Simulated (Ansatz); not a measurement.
**GaH5Se: a nudged elastic band, and a look at its input**

A nudged elastic band is wanted. The input is run as typed. The step meant is a four-centre ligand exchange at charge 0 and multiplicity 1, which changes Ga1–Se6, H2–H5, Ga1–H2, H5–Se6.

Program: Ansatz 0.2.0, Gaussian basis. Level of theory: PBE0-D4/def2-SVP. These are calculated values, not measurements.

## Step 1: The structure

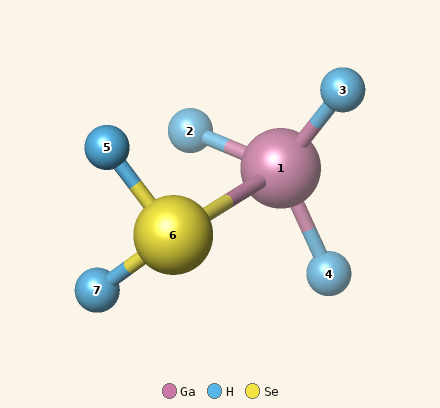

The start (gallium pink, hydrogen blue, selenium yellow).

```csv
atom,x (Å),y (Å),z (Å)
Ga1,-0.89421,-0.21127,-0.74254
H2,0.16533,0.13285,-1.85498
H3,-1.21320,-1.72140,-0.42871
H4,-1.92788,0.89252,-0.30190
H5,1.86403,-0.61943,0.90139
Se6,0.70845,0.12342,1.42056
H7,1.29759,1.40322,1.00618
```

## Step 2: The run

Contents of run/in.yaml:

```yaml
crystal:
  periodic: [false, false, false]
  atoms:
    - {symbol: Ga, position_ang: [-0.894213, -0.211267, -0.742542]}
    - {symbol: H, position_ang: [0.165332, 0.132849, -1.854975]}
    - {symbol: H, position_ang: [-1.213202, -1.721399, -0.428705]}
    - {symbol: H, position_ang: [-1.927879, 0.892517, -0.301905]}
    - {symbol: H, position_ang: [1.864027, -0.619435, 0.901390]}
    - {symbol: Se, position_ang: [0.708446, 0.123418, 1.420563]}
    - {symbol: H, position_ang: [1.297589, 1.403218, 1.006175]}
basis:
  gaussian: {orbitals: def2-SVP}
hamiltonian: {xc: pbe0, dispersion: d4}
neb:
  images: 5
  climbing: true
  max_iterations: 3
  initial_path: idpp
  final_atoms:
    - {symbol: Ga, position_ang: [-0.845691, -0.181992, 0.189375]}
    - {symbol: H, position_ang: [0.850198, -0.349123, -2.028985]}
    - {symbol: H, position_ang: [-1.292825, -1.624507, -0.201913]}
    - {symbol: H, position_ang: [-1.317851, 1.147170, -0.476835]}
    - {symbol: H, position_ang: [1.326628, -0.347673, -1.450337]}
    - {symbol: Se, position_ang: [0.602276, -0.054642, 2.007811]}
    - {symbol: H, position_ang: [0.677366, 1.410666, 1.960883]}
```

Command:

```sh
> ansatz run in.yaml --threads 2 --pin off --events-out ev --progress --plain --max-ram 4352MiB
```

Q: Predict the outcome of this session. Wanted: this run.

**Answer**, as computed:

| quantity | value |
| --- | --- |
| this run | not converged |
| fault | too few iterations |

Three iterations were allowed, too few to relax the band.
